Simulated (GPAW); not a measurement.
# Molecular dynamics of GaH2

- system: GaH2, multiplicity 2, SMILES [GaH2]
- method: revPBE/sz(dzp), UKS, dispersion D3(0), scalar-relativistic datasets (GPAW 26.7.0)

The geometry comes from this level: GFN2-xTB.

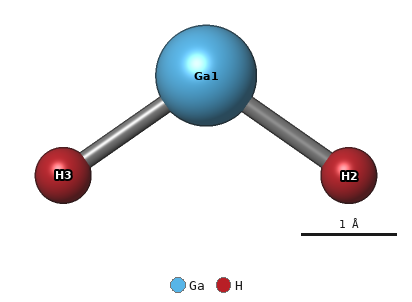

*The structure as given in the input (ball-and-stick view, seen on its broad side; atoms are numbered from 1 in the order of the input). Sticks mark near contacts.*

Bond lengths as drawn: Ga–H 1.83 to 1.84 Å.

## Input file (run.py)
```python
import numpy as np
from ase import Atoms, units
from ase.calculators.mixing import SumCalculator
from ase.md.velocitydistribution import MaxwellBoltzmannDistribution, Stationary, ZeroRotation
from ase.md.verlet import VelocityVerlet
from dftd3.ase import DFTD3
from gpaw import GPAW

system = Atoms(['Ga', 'H', 'H'],
    positions=[[ -0.545290,   0.319030,  -0.303200],
               [  0.808100,   1.175910,   0.588180],
               [ -0.262810,  -1.494950,  -0.284980]])
system.center(vacuum=4.5)
system.set_initial_magnetic_moments([1.0, 0.0, 0.0])

calculator = GPAW(mode='lcao',
                  basis='sz(dzp)',
                  h=0.2,
                  xc='revPBE',
                  occupations={'name': 'fermi-dirac', 'width': 0.01, 'fixmagmom': True},
                  mixer={'name': 'pulay', 'beta': 0.4, 'nmaxold': 3, 'weight': 20.0},
                  maxiter=60,
                  symmetry='off',
                  txt='run.txt')
system.calc = SumCalculator([DFTD3(method='revPBE', damping='d3zero'), calculator])

rng = np.random.default_rng(58)
MaxwellBoltzmannDistribution(system, temperature_K=800, rng=rng)
Stationary(system)
ZeroRotation(system)
dyn = VelocityVerlet(system, timestep=0.25 * units.fs, trajectory='md.traj', logfile='-')
dyn.run(20)
```

Launched with:
```bash
python3 -u run.py | tee run.out
```

## The program's output
```
DeprecationWarning: Use thermalize_momenta
Time[ps]      Etot[eV]     Epot[eV]     Ekin[eV]    T[K]
0.0000          -5.5328      -5.8124       0.2796   721.0
0.0003          -5.5327      -5.8188       0.2860   737.6
0.0005          -5.5328      -5.8237       0.2909   750.1
0.0007          -5.5328      -5.8265       0.2937   757.5
0.0010          -5.5328      -5.8270       0.2942   758.6
0.0013          -5.5329      -5.8250       0.2921   753.3
0.0015          -5.5330      -5.8206       0.2876   741.7
0.0018          -5.5330      -5.8135       0.2805   723.4
0.0020          -5.5330      -5.8037       0.2708   698.2
0.0022          -5.5330      -5.7912       0.2582   666.0
0.0025          -5.5330      -5.7760       0.2430   626.7
0.0028          -5.5329      -5.7583       0.2254   581.3
0.0030          -5.5330      -5.7388       0.2058   530.8
0.0032          -5.5329      -5.7175       0.1846   476.1
0.0035          -5.5329      -5.6953       0.1624   418.8
0.0037          -5.5328      -5.6728       0.1399   360.9
0.0040          -5.5328      -5.6507       0.1179   304.2
0.0043          -5.5327      -5.6299       0.0972   250.7
0.0045          -5.5327      -5.6112       0.0785   202.4
0.0047          -5.5326      -5.5952       0.0626   161.3
0.0050          -5.5326      -5.5827       0.0501   129.2
```

## Trajectory as extended XYZ (Å, eV, eV/Å), 21 frames, from step=0 to step=20
```
3
Properties=species:S:1:pos:R:3:forces:R:3 step=0 time_fs=0.0 energy=-5.81236 temperature=721.0
Ga    4.5000    6.3140    4.5000    0.5935  -0.3624   0.3251
H     5.8534    7.1709    5.3914   -0.4117  -0.1304  -0.2564
H     4.7825    4.5000    4.5182   -0.1776   0.4972  -0.0711
3
Properties=species:S:1:pos:R:3:forces:R:3 step=1 time_fs=0.2 energy=-5.81878 temperature=737.6
Ga    4.5001    6.3141    4.5001    0.5276  -0.4310   0.2794
H     5.8427    7.1588    5.3839   -0.3387  -0.0735  -0.2144
H     4.7863    4.5006    4.5206   -0.1858   0.5081  -0.0743
3
Properties=species:S:1:pos:R:3:forces:R:3 step=2 time_fs=0.5 energy=-5.82367 temperature=750.1
Ga    4.5002    6.3143    4.5001    0.4534  -0.5025   0.2284
H     5.8319    7.1467    5.3763   -0.2650  -0.0120  -0.1706
H     4.7901    4.5016    4.5230   -0.1937   0.5174  -0.0774
3
Properties=species:S:1:pos:R:3:forces:R:3 step=3 time_fs=0.8 energy=-5.82654 temperature=757.5
Ga    4.5003    6.3145    4.5002    0.3710  -0.5768   0.1723
H     5.8208    7.1346    5.3686   -0.1687   0.0624  -0.1000
H     4.7937    4.5028    4.5253   -0.2008   0.5252  -0.0801
3
Properties=species:S:1:pos:R:3:forces:R:3 step=4 time_fs=1.0 energy=-5.82699 temperature=758.6
Ga    4.5004    6.3146    4.5003    0.2803  -0.6537   0.1110
H     5.8097    7.1225    5.3609   -0.0573   0.1369  -0.0280
H     4.7972    4.5044    4.5275   -0.2082   0.5311  -0.0844
3
Properties=species:S:1:pos:R:3:forces:R:3 step=5 time_fs=1.2 energy=-5.82503 temperature=753.3
Ga    4.5005    6.3148    4.5004    0.1813  -0.7330   0.0444
H     5.7986    7.1105    5.3531    0.0470   0.2128   0.0410
H     4.8006    4.5063    4.5297   -0.2140   0.5358  -0.0898
3
Properties=species:S:1:pos:R:3:forces:R:3 step=6 time_fs=1.5 energy=-5.82057 temperature=741.7
Ga    4.5006    6.3149    4.5005    0.0739  -0.8146  -0.0275
H     5.7874    7.0986    5.3453    0.1483   0.2956   0.1124
H     4.8039    4.5085    4.5319   -0.2189   0.5380  -0.0941
3
Properties=species:S:1:pos:R:3:forces:R:3 step=7 time_fs=1.8 energy=-5.81350 temperature=723.4
Ga    4.5008    6.3150    4.5005   -0.0417  -0.8979  -0.1045
H     5.7764    7.0870    5.3377    0.2740   0.3803   0.1870
H     4.8070    4.5110    4.5339   -0.2239   0.5364  -0.0973
3
Properties=species:S:1:pos:R:3:forces:R:3 step=8 time_fs=2.0 energy=-5.80372 temperature=698.2
Ga    4.5009    6.3152    4.5006   -0.1646  -0.9824  -0.1860
H     5.7655    7.0755    5.3301    0.4072   0.4592   0.2761
H     4.8100    4.5139    4.5360   -0.2306   0.5302  -0.1026
3
Properties=species:S:1:pos:R:3:forces:R:3 step=9 time_fs=2.2 energy=-5.79122 temperature=666.0
Ga    4.5010    6.3153    4.5007   -0.2943  -1.0675  -0.2716
H     5.7549    7.0643    5.3227    0.5491   0.5550   0.3724
H     4.8129    4.5171    4.5380   -0.2379   0.5198  -0.1099
3
Properties=species:S:1:pos:R:3:forces:R:3 step=10 time_fs=2.5 energy=-5.77598 temperature=626.7
Ga    4.5011    6.3154    4.5008   -0.4295  -1.1519  -0.3605
H     5.7446    7.0534    5.3155    0.6925   0.6578   0.4682
H     4.8156    4.5205    4.5399   -0.2441   0.5061  -0.1163
3
Properties=species:S:1:pos:R:3:forces:R:3 step=11 time_fs=2.8 energy=-5.75835 temperature=581.3
Ga    4.5012    6.3155    4.5009   -0.5688  -1.2346  -0.4518
H     5.7347    7.0430    5.3086    0.8355   0.7419   0.5661
H     4.8182    4.5243    4.5417   -0.2519   0.4874  -0.1220
3
Properties=species:S:1:pos:R:3:forces:R:3 step=12 time_fs=3.0 energy=-5.73880 temperature=530.8
Ga    4.5013    6.3156    4.5009   -0.7104  -1.3145  -0.5443
H     5.7253    7.0330    5.3020    0.9774   0.8397   0.6727
H     4.8206    4.5284    4.5435   -0.2620   0.4662  -0.1265
3
Properties=species:S:1:pos:R:3:forces:R:3 step=13 time_fs=3.2 energy=-5.71755 temperature=476.1
Ga    4.5014    6.3156    4.5010   -0.8524  -1.3901  -0.6365
H     5.7165    7.0234    5.2959    1.1296   0.9402   0.7723
H     4.8229    4.5327    4.5451   -0.2718   0.4436  -0.1311
3
Properties=species:S:1:pos:R:3:forces:R:3 step=14 time_fs=3.5 energy=-5.69527 temperature=418.8
Ga    4.5015    6.3157    4.5010   -0.9921  -1.4600  -0.7268
H     5.7084    7.0145    5.2902    1.2755   1.0309   0.8625
H     4.8250    4.5374    4.5468   -0.2791   0.4192  -0.1363
3
Properties=species:S:1:pos:R:3:forces:R:3 step=15 time_fs=3.8 energy=-5.67276 temperature=360.9
Ga    4.5016    6.3158    4.5011   -1.1267  -1.5223  -0.8135
H     5.7010    7.0062    5.2850    1.4086   1.1188   0.9553
H     4.8269    4.5422    4.5483   -0.2834   0.3944  -0.1398
3
Properties=species:S:1:pos:R:3:forces:R:3 step=16 time_fs=4.0 energy=-5.65072 temperature=304.2
Ga    4.5016    6.3158    4.5011   -1.2534  -1.5752  -0.8946
H     5.6945    6.9985    5.2804    1.5331   1.2041   1.0386
H     4.8287    4.5473    4.5497   -0.2860   0.3669  -0.1410
3
Properties=species:S:1:pos:R:3:forces:R:3 step=17 time_fs=4.2 energy=-5.62995 temperature=250.7
Ga    4.5017    6.3158    4.5012   -1.3690  -1.6170  -0.9681
H     5.6889    6.9915    5.2764    1.6505   1.2823   1.1168
H     4.8303    4.5526    4.5511   -0.2878   0.3368  -0.1424
3
Properties=species:S:1:pos:R:3:forces:R:3 step=18 time_fs=4.5 energy=-5.61118 temperature=202.4
Ga    4.5017    6.3158    4.5012   -1.4708  -1.6460  -1.0322
H     5.6843    6.9854    5.2731    1.7565   1.3487   1.1864
H     4.8317    4.5582    4.5524   -0.2895   0.3008  -0.1457
3
Properties=species:S:1:pos:R:3:forces:R:3 step=19 time_fs=4.8 energy=-5.59520 temperature=161.3
Ga    4.5018    6.3158    4.5012   -1.5555  -1.6607  -1.0847
H     5.6807    6.9800    5.2704    1.8436   1.4014   1.2414
H     4.8329    4.5639    4.5536   -0.2918   0.2635  -0.1463
3
Properties=species:S:1:pos:R:3:forces:R:3 step=20 time_fs=5.0 energy=-5.58270 temperature=129.2
Ga    4.5018    6.3158    4.5012   -1.6211  -1.6597  -1.1244
H     5.6782    6.9755    5.2686    1.9093   1.4409   1.2836
H     4.8340    4.5697    4.5547   -0.2923   0.2199  -0.1455
```

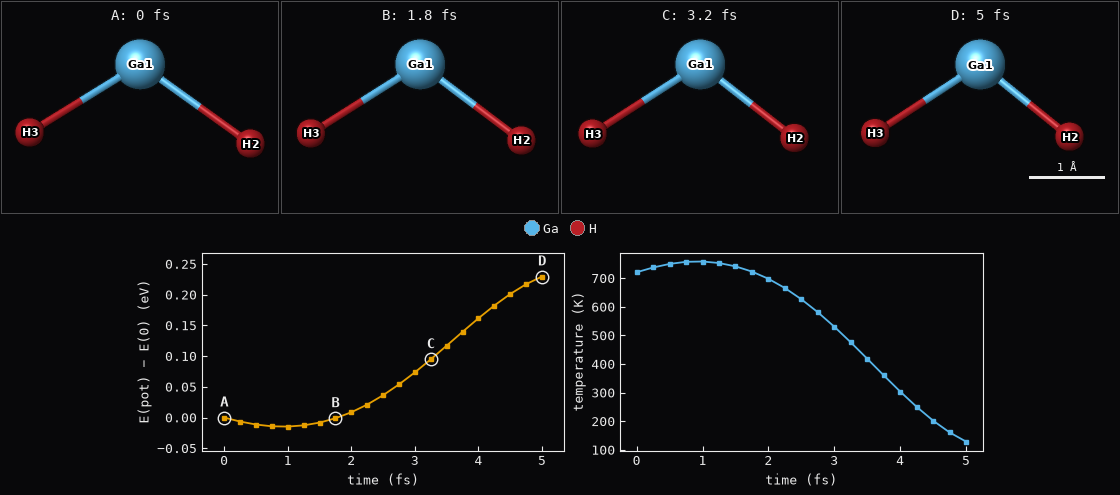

*Frames of the molecular dynamics (ball-and-stick, seen at a tilt) above the curves, on which the letters mark them.*

The trajectory kept here has 21 frames over 5 fs. The temperature starts at 721 K, ranges from 129 to 759 K and averages 367 K over the second half. The potential energy ends 0.230 eV above its first value. After an unweighted best fit of the last frame on the first, the root-mean-square displacement is 0.16 Å.

## Results in brief

```json
{"quantity": "outcome", "value": "finished"}
{"quantity": "mean temperature over the second half", "value": "367 K"}
{"quantity": "trajectory", "value": "21 frames kept, 5 fs"}
{"quantity": "basis functions (step not recorded)", "value": "6"}
{"quantity": "hardware", "value": "1 thread of Intel Xeon @ 2.60GHz (Ice Lake), 24 GiB of memory available, shared host"}
{"quantity": "wall time", "value": "1.7 min"}
{"quantity": "peak memory", "value": "0.39 GiB"}
```

## Remarks

Settings chosen away from the usual ones: mixer set to pulay; beta set to 0.4; nmaxold set to 3; weight set to 20.0. So short a trajectory is not equilibrated.
